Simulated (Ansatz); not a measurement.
**AlFH₃PSi: one molecule under many settings**

Aim: run AlFH₃PSi under a spread of inputs, and see what each costs and gives.

The runs use Ansatz 0.2.0, Gaussian basis; the settings change from run to run.

**1. The molecule**

The geometry comes from an earlier relaxation with PBE0-D4 in a triple-zeta def2 set; it is a stationary point, not always the lowest conformer.

SMILES `[F][Al]1[SiH2][PH]1`, 7 atoms, charge 0, spin multiplicity 1.

Atoms are counted from 1 here; the program's logs count them from 0.

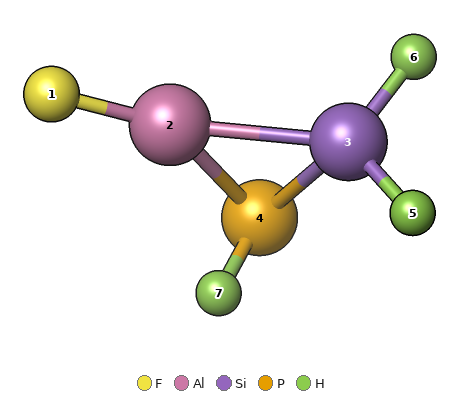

The structure; fluorine yellow, aluminium pink, silicon purple, phosphorus amber, hydrogen green; atoms are numbered from 1 in the order of the file.

**2. PBE0-DH/def2-SVPD**

This run has multiplicity 3, the search for lower states set to light.

in.yaml reads:

```yaml
crystal:
  periodic: [false, false, false]
  atoms:
    - {symbol: F, position_ang: [-0.519512, -2.899859, 0.491723]}
    - {symbol: Al, position_ang: [-0.387475, -1.278530, 0.271231]}
    - {symbol: Si, position_ang: [0.546990, 0.834394, 0.521844]}
    - {symbol: P, position_ang: [-1.163515, 0.420995, -1.055600]}
    - {symbol: H, position_ang: [1.799262, 1.436278, -0.006339]}
    - {symbol: H, position_ang: [-0.030945, 1.703030, 1.580695]}
    - {symbol: H, position_ang: [-0.183607, -0.284307, -1.849155]}
basis:
  gaussian: {orbitals: def2-SVPD}
magnetization: {spin_polarized: true, initial_magnetization: 2}
hamiltonian: {xc: {name: PBE0-DH}}
scf: {lower_state_search: light}
```

Started as:

```sh
> ansatz run in.yaml --threads 2 --pin off --events-out ev --progress --plain --max-ram 4352MiB
```

Output:

```text
Functional definition: PBE0-DH
  name "PBE0-DH"
  cite "Brémond & Adamo, J. Chem. Phys. 135, 024106 (2011) doi:10.1063/1.3604569"
  cite "Perdew, Burke & Ernzerhof, Phys. Rev. Lett. 77, 3865 (1996) doi:10.1103/PhysRevLett.77.3865"
  parameter a = 1/2
  parameter c = 1/8
  exchange = (1 - a)*pbe_x + a*exact_x
  correlation = (1 - c)*pbe_c + c*(mp2_os + mp2_ss)
1117 factors; integrals over basis functions are off by at most 9.7e-4 eV
mean field evaluation 1: about -26498.8639 eV, gradient 2.5e1 eV
mean field evaluation 2: about -26498.8659 eV, gradient 2.5e1 eV
mean field evaluation 4: about -26501.2758 eV, gradient 1.4e0 eV
mean field evaluation 8: about -26501.3673 eV, gradient 4.6e-1 eV
mean field evaluation 16: about -26501.5677 eV, gradient 3.4e-2 eV
mean field -26501.56767885 eV, -973.9146487900 hartree, gradient 2.9e-6 eV, S^2 2.012456; 2 other end points of the search recorded, 0 dependent functions left out
16 core orbitals not correlated: weight in the atoms' cores, before any rotation towards them, 1.000 or more for the frozen orbitals, at most 0.000 for the correlated occupied ones
reference -26501.56770810 eV, -973.9146498649 hartree; 12, 10 occupied and 91, 93 virtual orbitals, 1117 factors
second order -16.31711369 eV of doubles, -0.00000000 eV of singles
Total energy: -26503.60734731 eV, -973.9896052234 hartree
```

Wall time 12 s (2 threads of Arm Neoverse V1, shared host).

⟨S²⟩ 2.012.

**3. PBE0-DH/def2-TZVP**

in.yaml: that of step 2 with these lines changed.

```diff
@@ -11,5 +11,4 @@
 basis:
-  gaussian: {orbitals: def2-SVPD}
-magnetization: {spin_polarized: true, initial_magnetization: 2}
+  gaussian: {orbitals: def2-TZVP}
 hamiltonian: {xc: {name: PBE0-DH}}
-scf: {lower_state_search: light}
+output: {forces: true}
```

The command is unchanged.

Output, cut to the lines that bear on the results:

```text
Functional definition: PBE0-DH
  name "PBE0-DH"
  cite "Brémond & Adamo, J. Chem. Phys. 135, 024106 (2011) doi:10.1063/1.3604569"
  cite "Perdew, Burke & Ernzerhof, Phys. Rev. Lett. 77, 3865 (1996) doi:10.1103/PhysRevLett.77.3865"
[...]
1019 factors; integrals over basis functions are off by at most 9.5e-4 eV
[...]
mean field -26515.55964267 eV, -974.4288439762 hartree, gradient 5.5e-6 eV, S^2 0.000000; 0 other end points of the search recorded, 0 dependent functions left out
16 core orbitals not correlated: weight in the atoms' cores, before any rotation towards them, 1.000 or more for the frozen orbitals, at most 0.000 for the correlated occupied ones
reference -26515.55966445 eV, -974.4288447766 hartree; 11, 11 occupied and 133, 133 virtual orbitals, 1019 factors
second order -19.69150198 eV of doubles, -0.00000000 eV of singles
[...]
Total energy: -26518.02110220 eV, -974.5193009454 hartree
Atom 0 at    -0.519512    -2.899859     0.491723 Å, force     0.014850     0.222547    -0.026911 eV/Å
Atom 1 at    -0.387475    -1.278530     0.271231 Å, force    -0.017131    -0.151006    -0.012637 eV/Å
Atom 2 at     0.546990     0.834394     0.521844 Å, force    -0.033394     0.068658    -0.029862 eV/Å
Atom 3 at    -1.163515     0.420995    -1.055600 Å, force     0.144343    -0.074341     0.042073 eV/Å
Atom 4 at     1.799262     1.436278    -0.006339 Å, force    -0.088975    -0.050238     0.035762 eV/Å
Atom 5 at    -0.030945     1.703030     1.580695 Å, force     0.040615    -0.059998    -0.067706 eV/Å
Atom 6 at    -0.183607    -0.284307    -1.849155 Å, force    -0.060309     0.044377     0.059281 eV/Å
Dipole moment:     0.151590     0.040768     0.099807 e Å
```

Wall time 13 s (2 threads of Arm Neoverse V1, shared host); peak memory 0.51 GiB.

Largest force 0.225 eV/Å, dipole 0.89 D.

**4. HSE06/6-31G**

Set apart from the defaults: atoms shaken by 0.08 Å.

in.yaml reads:

```yaml
crystal:
  periodic: [false, false, false]
  atoms:
    - {symbol: F, position_ang: [-0.553367, -2.936484, 0.562189]}
    - {symbol: Al, position_ang: [-0.325412, -1.232904, 0.465802]}
    - {symbol: Si, position_ang: [0.428318, 0.796519, 0.468259]}
    - {symbol: P, position_ang: [-1.090280, 0.372465, -1.040648]}
    - {symbol: H, position_ang: [1.863946, 1.331032, -0.043821]}
    - {symbol: H, position_ang: [0.008601, 1.665799, 1.424040]}
    - {symbol: H, position_ang: [-0.301276, -0.272428, -1.825028]}
basis:
  gaussian: {orbitals: 6-31G}
hamiltonian: {xc: {name: HSE06}}
```

The command is unchanged.

Output, cut to the lines that bear on the results:

```text
Functional definition: HSE06
  name "HSE06"
  cite "Heyd, Scuseria & Ernzerhof, J. Chem. Phys. 118, 8207 (2003) doi:10.1063/1.1564060"
  cite "Krukau, Vydrov, Izmaylov & Scuseria, J. Chem. Phys. 125, 224106 (2006) doi:10.1063/1.2404663"
  cite "Heyd & Scuseria, J. Chem. Phys. 120, 7274 (2004) doi:10.1063/1.1668634"
  cite "Ernzerhof & Perdew, J. Chem. Phys. 109, 3313 (1998) doi:10.1063/1.476928"
  cite "Perdew, Burke & Ernzerhof, Phys. Rev. Lett. 77, 3865 (1996) doi:10.1103/PhysRevLett.77.3865"
  parent pbe
[...]
  # The whole range is PBE's own exchange, as in plane waves. The composition of these papers is wPBEh.
[...]
592 factors; integrals over basis functions are off by at most 1.8e-4 eV
102 factors; integrals over basis functions are off by at most 3.6e-7 eV
[...]
mean field -26511.70128367 eV, -974.2870518982 hartree, gradient 3.5e-5 eV, S^2 0.000000; 0 other end points of the search recorded, 0 dependent functions left out
reference -26511.70132819 eV, -974.2870535345 hartree; 27, 27 occupied and 27, 27 virtual orbitals, 592 factors
Total energy: -26511.70132819 eV, -974.2870535345 hartree
```

It took 1.4 s on 2 threads of Arm Neoverse V1, shared host.

**5. B2PLYP/def2-TZVPP**

Set apart from the defaults: charge -1, multiplicity 2, atoms shaken by 0.03 Å.

in.yaml reads:

```yaml
crystal:
  periodic: [false, false, false]
  atoms:
    - {symbol: F, position_ang: [-0.584593, -2.855006, 0.484582]}
    - {symbol: Al, position_ang: [-0.366504, -1.281803, 0.265610]}
    - {symbol: Si, position_ang: [0.560043, 0.803429, 0.572054]}
    - {symbol: P, position_ang: [-1.250154, 0.470098, -1.055683]}
    - {symbol: H, position_ang: [1.826983, 1.437314, -0.049351]}
    - {symbol: H, position_ang: [-0.030846, 1.728623, 1.609601]}
    - {symbol: H, position_ang: [-0.199796, -0.271713, -1.809677]}
basis:
  gaussian: {orbitals: def2-TZVPP}
total_charge: -1
magnetization: {spin_polarized: true, initial_magnetization: 1}
hamiltonian: {xc: {name: B2PLYP}}
output: {forces: true}
```

Same command.

Output, cut to the lines that bear on the results:

```text
Functional definition: B2PLYP
  name "B2PLYP"
  cite "Grimme, J. Chem. Phys. 124, 034108 (2006) doi:10.1063/1.2148954"
  cite "Becke, Phys. Rev. A 38, 3098 (1988) doi:10.1103/PhysRevA.38.3098"
  cite "Lee, Yang & Parr, Phys. Rev. B 37, 785 (1988) doi:10.1103/PhysRevB.37.785"
[...]
1182 factors; integrals over basis functions are off by at most 1.1e-3 eV
[...]
mean field -26515.37194522 eV, -974.4219462222 hartree, gradient 2.9e-6 eV, S^2 0.759345; 4 other end points of the search recorded, 0 dependent functions left out
16 core orbitals not correlated: weight in the atoms' cores, before any rotation towards them, 1.000 or more for the frozen orbitals, at most 0.000 for the correlated occupied ones
reference -26515.37211645 eV, -974.4219525149 hartree; 12, 11 occupied and 171, 172 virtual orbitals, 1182 factors
second order -20.58488532 eV of doubles, -0.00000000 eV of singles
[...]
Total energy: -26520.93003549 eV, -974.6262022722 hartree
Atom 0 at    -0.584593    -2.855006     0.484582 Å, force    -0.926676    -2.450499     1.035184 eV/Å
Atom 1 at    -0.366504    -1.281803     0.265610 Å, force     1.554777     1.684089    -1.525815 eV/Å
Atom 2 at     0.560043     0.803429     0.572054 Å, force    -0.271190     0.104516    -0.009149 eV/Å
Atom 3 at    -1.250154     0.470098    -1.055683 Å, force     0.979910    -0.234507    -0.006298 eV/Å
Atom 4 at     1.826983     1.437314    -0.049351 Å, force    -0.624959    -0.190165     0.555965 eV/Å
Atom 5 at    -0.030846     1.728623     1.609601 Å, force     0.242342     0.431729    -0.358054 eV/Å
Atom 6 at    -0.199796    -0.271713    -1.809677 Å, force    -0.954203     0.654836     0.308167 eV/Å
Dipole moment:    -0.142335    -0.033214     0.222497 e Å
```

It took 54 s on 2 threads of Arm Neoverse V1, shared host; peak memory 0.99 GiB.

Largest force 2.817 eV/Å, ⟨S²⟩ 0.759.

**6. r2SCAN50/6-31++G****

Options: D4 dispersion.

in.yaml reads:

```yaml
crystal:
  periodic: [false, false, false]
  atoms:
    - {symbol: F, position_ang: [-0.519512, -2.899859, 0.491723]}
    - {symbol: Al, position_ang: [-0.387475, -1.278530, 0.271231]}
    - {symbol: Si, position_ang: [0.546990, 0.834394, 0.521844]}
    - {symbol: P, position_ang: [-1.163515, 0.420995, -1.055600]}
    - {symbol: H, position_ang: [1.799262, 1.436278, -0.006339]}
    - {symbol: H, position_ang: [-0.030945, 1.703030, 1.580695]}
    - {symbol: H, position_ang: [-0.183607, -0.284307, -1.849155]}
basis:
  gaussian: {orbitals: "6-31++G**"}
hamiltonian: {xc: {name: r2SCAN50}, dispersion: d4}
```

Launched as before.

Output, cut to the lines that bear on the results:

```text
Functional definition: r2SCAN50
  name "r2SCAN50"
  cite "Bursch, Neugebauer, Ehlert & Grimme, J. Chem. Phys. 156, 134105 (2022) doi:10.1063/5.0086040"
  cite "Furness, Kaplan, Ning, Perdew & Sun, J. Phys. Chem. Lett. 11, 8208 (2020) doi:10.1021/acs.jpclett.0c02405"
  cite "Furness, Kaplan, Ning, Perdew & Sun, J. Phys. Chem. Lett. 11, 9248 (2020) doi:10.1021/acs.jpclett.0c03077"
  parent r2scan
[...]
1171 factors; their error is unknown
[...]
mean field -26524.67729131 eV, -974.7639113835 hartree, gradient 8.9e-5 eV, S^2 0.000000; 0 other end points of the search recorded, 0 dependent functions left out
reference -26524.67731216 eV, -974.7639121499 hartree; 27, 27 occupied and 79, 79 virtual orbitals, 1171 factors
Total energy: -26524.73266048 eV, -974.7659461630 hartree
```

It took 4.1 s on 2 threads of Arm Neoverse V1, shared host.

**7. r2SCAN0/def2-TZVP**

This run has multiplicity 3, a point charge of 0.50 e beside it.

in.yaml: that of step 6 with these lines changed.

```diff
@@ -11,3 +11,4 @@
 basis:
-  gaussian: {orbitals: "6-31++G**"}
-hamiltonian: {xc: {name: r2SCAN50}, dispersion: d4}
+  gaussian: {orbitals: def2-TZVP, point_charges: [{charge: 0.50, position_ang: [5.859, -0.043, -0.834]}]}
+magnetization: {spin_polarized: true, initial_magnetization: 2}
+hamiltonian: {xc: {name: r2SCAN0}}
```

Launched as before.

Output, cut to the lines that bear on the results:

```text
Functional definition: r2SCAN0
  name "r2SCAN0"
  cite "Bursch, Neugebauer, Ehlert & Grimme, J. Chem. Phys. 156, 134105 (2022) doi:10.1063/5.0086040"
  cite "Furness, Kaplan, Ning, Perdew & Sun, J. Phys. Chem. Lett. 11, 8208 (2020) doi:10.1021/acs.jpclett.0c02405"
  cite "Furness, Kaplan, Ning, Perdew & Sun, J. Phys. Chem. Lett. 11, 9248 (2020) doi:10.1021/acs.jpclett.0c03077"
  parent r2scan
[...]
1117 factors; their error is unknown
[...]
mean field -26525.83468264 eV, -974.8064447304 hartree, gradient 1.5e-5 eV, S^2 2.013331; 2 other end points of the search recorded, 0 dependent functions left out
reference -26525.83469694 eV, -974.8064452559 hartree; 28, 26 occupied and 132, 134 virtual orbitals, 1117 factors
Total energy: -26525.83469694 eV, -974.8064452559 hartree
```

Wall time 34 s (2 threads of Arm Neoverse V1, shared host); peak memory 0.75 GiB.

⟨S²⟩ 2.013.

**8. PBE0/cc-pVTZ**

Options: charge +1, multiplicity 2, D3(BJ) dispersion.

in.yaml: that of step 7 with these lines changed.

```diff
@@ -11,4 +11,6 @@
 basis:
-  gaussian: {orbitals: def2-TZVP, point_charges: [{charge: 0.50, position_ang: [5.859, -0.043, -0.834]}]}
-magnetization: {spin_polarized: true, initial_magnetization: 2}
-hamiltonian: {xc: {name: r2SCAN0}}
+  gaussian: {orbitals: cc-pVTZ}
+total_charge: 1
+magnetization: {spin_polarized: true, initial_magnetization: 1}
+hamiltonian: {xc: {name: PBE0}, dispersion: d3bj}
+output: {forces: true}
```

The command is unchanged.

Output, cut to the lines that bear on the results:

```text
Functional definition: PBE0
  name "PBE0"
  cite "Adamo & Barone, J. Chem. Phys. 110, 6158 (1999) doi:10.1063/1.478522"
  cite "Perdew, Burke & Ernzerhof, Phys. Rev. Lett. 77, 3865 (1996) doi:10.1103/PhysRevLett.77.3865"
  parent pbe
[...]
1179 factors; their error is unknown
[...]
mean field -26511.72245953 eV, -974.2878300967 hartree, gradient 7.9e-5 eV, S^2 0.760092; 0 other end points of the search recorded, 0 dependent functions left out
[...]
reference -26511.72249407 eV, -974.2878313660 hartree; 27, 26 occupied and 147, 148 virtual orbitals, 1179 factors
Total energy: -26511.88387914 eV, -974.2937621580 hartree
Atom 0 at    -0.519512    -2.899859     0.491723 Å, force     0.179060     0.654116     0.016881 eV/Å
Atom 1 at    -0.387475    -1.278530     0.271231 Å, force    -1.013799    -2.393533    -0.130201 eV/Å
Atom 2 at     0.546990     0.834394     0.521844 Å, force     0.003044     2.500295    -0.682557 eV/Å
Atom 3 at    -1.163515     0.420995    -1.055600 Å, force     0.683503    -0.049770     0.685565 eV/Å
Atom 4 at     1.799262     1.436278    -0.006339 Å, force     0.133022    -0.435854     0.067295 eV/Å
Atom 5 at    -0.030945     1.703030     1.580695 Å, force    -0.015135    -0.364244     0.186762 eV/Å
Atom 6 at    -0.183607    -0.284307    -1.849155 Å, force     0.030304     0.088991    -0.143745 eV/Å
Dipole moment:     0.266541     0.561586     0.030317 e Å
```

It took 8 s on 2 threads of Arm Neoverse V1, shared host; peak memory 0.51 GiB.

Largest force 2.603 eV/Å, ⟨S²⟩ 0.760.

**9. SPW92/6-31G***

Options: density fitting with cc-pVTZ-jkfit, high accuracy.

in.yaml: that of step 8 with these lines changed.

```diff
@@ -11,6 +11,5 @@
 basis:
-  gaussian: {orbitals: cc-pVTZ}
-total_charge: 1
-magnetization: {spin_polarized: true, initial_magnetization: 1}
-hamiltonian: {xc: {name: PBE0}, dispersion: d3bj}
+  gaussian: {orbitals: "6-31G*", fitting: {mean_field: cc-pVTZ-jkfit}}
+hamiltonian: {xc: {name: SPW92}}
+accuracy: high
 output: {forces: true}
```

Same command.

Output, cut to the lines that bear on the results:

```text
Functional definition: SPW92
  name "SPW92"
  cite "Dirac, Proc. Camb. Phil. Soc. 26, 376 (1930) doi:10.1017/S0305004100016108"
  cite "Slater, Phys. Rev. 81, 385 (1951) doi:10.1103/PhysRev.81.385"
  cite "Perdew & Wang, Phys. Rev. B 45, 13244 (1992) doi:10.1103/PhysRevB.45.13244"
[...]
532 factors; integrals over basis functions are off by at most 1.5e-1 eV
[...]
mean field -26416.56951975 eV, -970.7910240569 hartree, gradient 6.3e-8 eV, S^2 0.000000; 0 other end points of the search recorded, 0 dependent functions left out
[...]
reference -26416.56952369 eV, -970.7910242016 hartree; 27, 27 occupied and 51, 51 virtual orbitals, 532 factors
Total energy: -26416.56952369 eV, -970.7910242016 hartree
Atom 0 at    -0.519512    -2.899859     0.491723 Å, force     0.014227    -0.243397     0.030446 eV/Å
Atom 1 at    -0.387475    -1.278530     0.271231 Å, force    -0.019501     0.260446    -0.000087 eV/Å
Atom 2 at     0.546990     0.834394     0.521844 Å, force    -0.039643    -0.299562    -0.003284 eV/Å
Atom 3 at    -1.163515     0.420995    -1.055600 Å, force    -0.311867     0.159051     0.077327 eV/Å
Atom 4 at     1.799262     1.436278    -0.006339 Å, force     0.246314     0.124183    -0.106756 eV/Å
Atom 5 at    -0.030945     1.703030     1.580695 Å, force    -0.109502     0.156354     0.189157 eV/Å
Atom 6 at    -0.183607    -0.284307    -1.849155 Å, force     0.219973    -0.157074    -0.186803 eV/Å
Dipole moment:     0.168748     0.010596     0.092540 e Å
```

Wall time 1.8 s (2 threads of Arm Neoverse V1, shared host).

Largest force 0.359 eV/Å, dipole 0.93 D.

**10. All runs side by side**

| level | charge | multiplicity | geometry | functions | energy (eV) | time |
| --- | --- | --- | --- | --- | --- | --- |
| PBE0-DH/def2-SVPD | 0 | 3 | relaxed | 119 | -26503.607 | 12 s |
| PBE0-DH/def2-TZVP | 0 | 1 | relaxed | 160 | -26518.021 | 13 s |
| HSE06/6-31G | 0 | 1 | shaken | 54 | -26511.701 | 1.4 s |
| B2PLYP/def2-TZVPP | -1 | 2 | shaken | 199 | -26520.930 | 54 s |
| r2SCAN50/6-31++G** | 0 | 1 | relaxed | 106 | -26524.733 | 4.1 s |
| r2SCAN0/def2-TZVP | 0 | 3 | relaxed, point charge | 160 | -26525.835 | 34 s |
| PBE0/cc-pVTZ | 1 | 2 | relaxed | 174 | -26511.884 | 8 s |
| SPW92/6-31G* | 0 | 1 | relaxed | 78 | -26416.570 | 1.8 s |

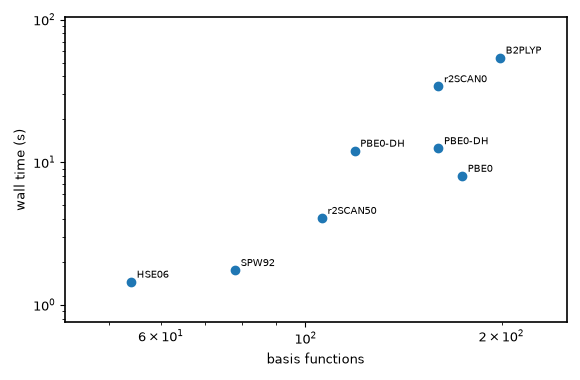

Wall time against the number of basis functions (shared host).

**11. Outcome**

| quantity | value |
| --- | --- |
| runs | 8 |
| quickest | HSE06/6-31G, 1.4 s |
| slowest | B2PLYP/def2-TZVPP, 54 s |
| spread of total energies, same state and geometry | 108.2 eV |
| dipole, same state and geometry | 0.89 to 0.93 D |

In words: B2PLYP/def2-TZVPP took 37 times as long as HSE06/6-31G. The jobs differ in tasks and options as well as level. Total energies at one charge and spin differ by 108 eV between levels, so only differences within one level mean anything. At the PBE0-D4/def2-TZVP geometry and in the same state, runs without warnings or point charges leave forces up to 0.36 eV/Å (SPW92/6-31G*).
